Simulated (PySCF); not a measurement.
C5H6O2 (SMILES O=C1CCC(=O)C1)

Input file:

```
{"job": {"kind": "nmr", "xc": "PBE0", "basis": "pcSseg-1", "pop": false}, "charge": 0, "multiplicity": 1}
O      0.739500    -2.354100     0.032400
C      0.239200    -1.263100    -0.063300
C     -1.222000    -0.873200    -0.175100
C     -1.230000     0.505200     0.395500
C      0.089400     1.181600     0.217000
O      0.196000     2.344600     0.356700
C      1.082400     0.043600    -0.074100
H     -1.856600    -1.595900     0.385300
H     -1.398700    -0.945600    -1.247200
H     -2.077300     1.058600    -0.079900
H     -1.285100     0.423600     1.513900
H      1.373300     0.299100    -1.107300
H      1.871500     0.140600     0.668100
```

Run with:

```sh
OMP_NUM_THREADS=1 python probes_run.py task.json out
```

Geometry: GFN2-xTB, MD frame at 250 fs, 300 K.

All numbers below come from PBE0/pcSseg-1, SCF density, gas phase, non-relativistic in PySCF.

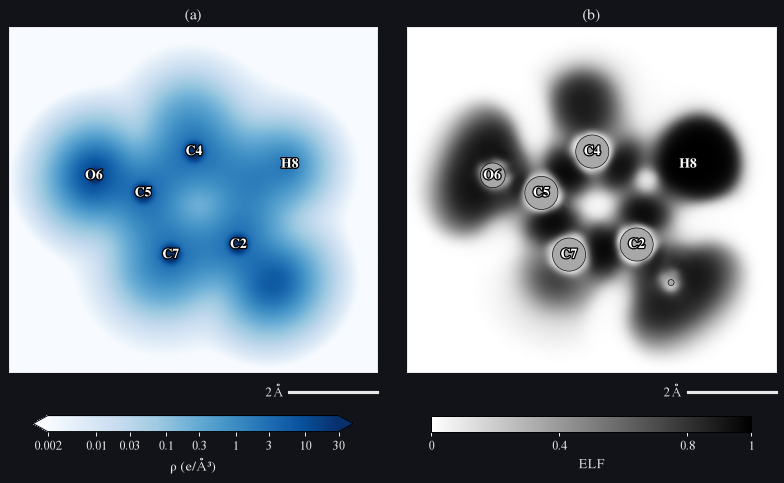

Figure 1. (a) total electron density; (b) ELF on the plane of atoms C2, C7 and C5. Grey discs cover the atomic cores in the ELF map.

**Interpret the plot.**

The plane passes through C, O and H nuclei. C–O (1.18 Å): ρ at the midpoint is about 3.6 e/Å³; the ELF peaks at about 0.85 between the atoms (a short, multiple covalent bond). C–C (1.49 Å): ρ at the midpoint is about 1.8 e/Å³; the ELF peaks at about 0.95 between the atoms (a covalent bond). C–C (1.54 Å): the density is about 1.6 e/Å³ at the midpoint; the ELF peaks at about 0.95 between the atoms: localised, covalent bonding. The ELF also peaks beside O1 and O6, away from the bonds: lone-pair regions.

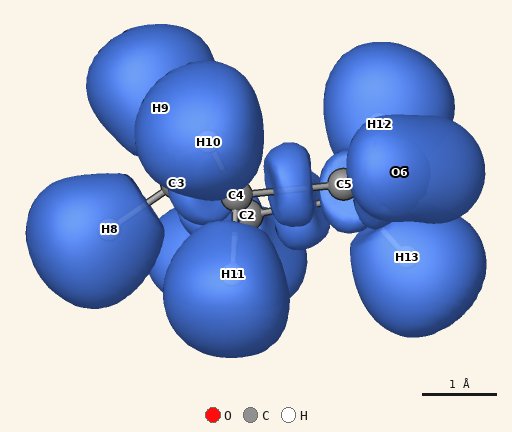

Figure 2. Isosurface of the electron localisation function at 0.75 (blue), seen from one side. Core shells and regions of very low density are left out.

**Where are the electrons localised?**

The surface consists of five regions between bonded C–C atoms (shared pairs), six regions around hydrogen nuclei and two regions on O in which the atom's valence shell and bonds are merged.

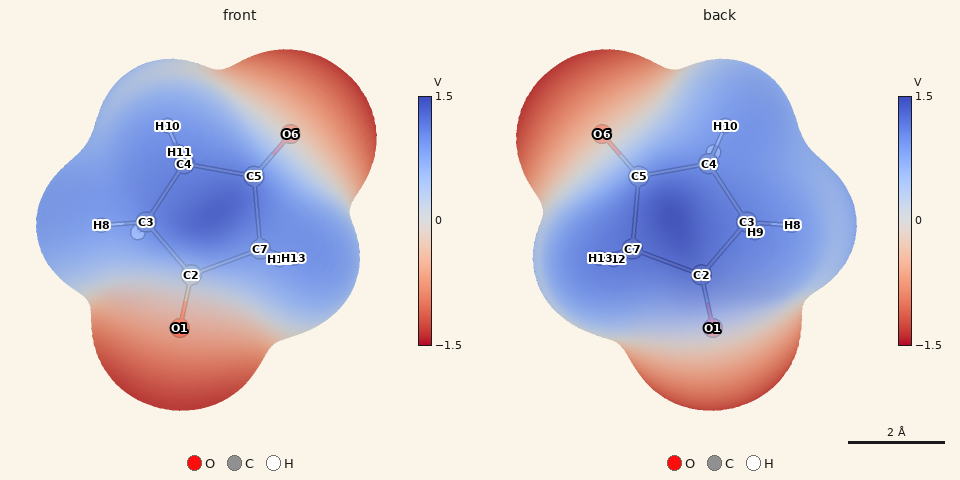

Figure 3. The electrostatic potential painted on the density surface at 0.001 e/bohr³, seen from the front and from behind; the colour scale runs from red (negative) to blue (positive).

**Where is the surface potential most negative and most positive?**

The most negative region (about −1.3 V) lies over O1 and O6, the most positive (about +1.5 V) over the C and H atoms.

**How polar is the molecule by this calculation?**

Its dipole moment is 1.70 D.
